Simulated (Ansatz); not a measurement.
Consider S3Ta (charge −1).

The calculation's input:

```
crystal:
  periodic: [false, false, false]
  atoms:
    - {symbol: Ta, position_ang: [0.524065, 0.012334, 0.062108]}
    - {symbol: S, position_ang: [-0.201441, 2.111403, -0.216359]}
    - {symbol: S, position_ang: [-0.380845, -0.896366, 1.896595]}
    - {symbol: S, position_ang: [0.058230, -1.227381, -1.742344]}
basis:
  gaussian: {orbitals: def2-TZVPD, initial_orbitals: start.molden}
total_charge: -1
hamiltonian: {xc: pbe0, dispersion: d4}
scf: {omitted_lower_state_checks: [starts]}
output: {orbitals: {seedname: orbitals}}
```

Launched as:

```sh
ansatz run in.yaml --threads 4 --pin off --events-out ev --progress --plain --max-ram 3916MiB
```

Geometry: PBE-D4/def2-SVPD; core potentials replace the inner electrons of Ta.

The calculation used Ansatz, RKS PBE0-D4/def2-TZVPD.

Predict the electron density and electron localisation function between the atoms.

Ta–S (2.24 Å): ρ at the midpoint is about 0.83 e/Å³; the ELF peaks at about 0.80 in the valence shell of S, 0.8 Å from its nucleus, and is about 0.45 at the midpoint.

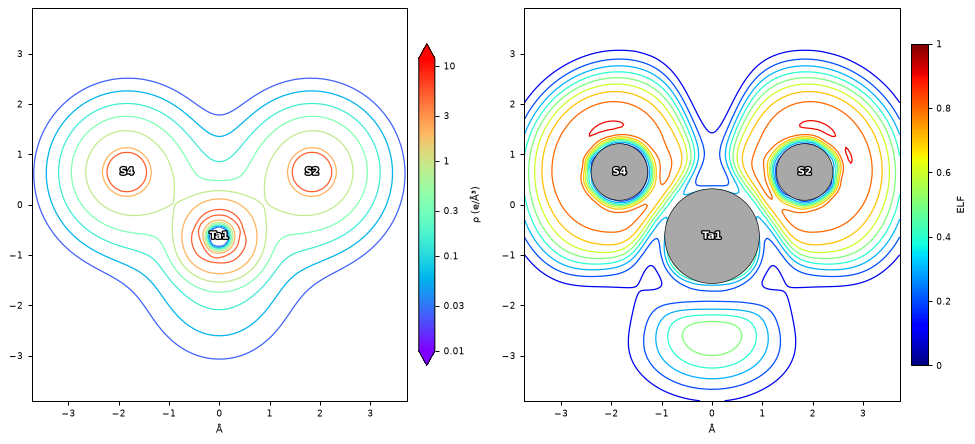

Computed electron density and electron localisation function on the plane of atoms S2, Ta1 and S4, in this order. Grey discs cover the atomic cores in the ELF map. 
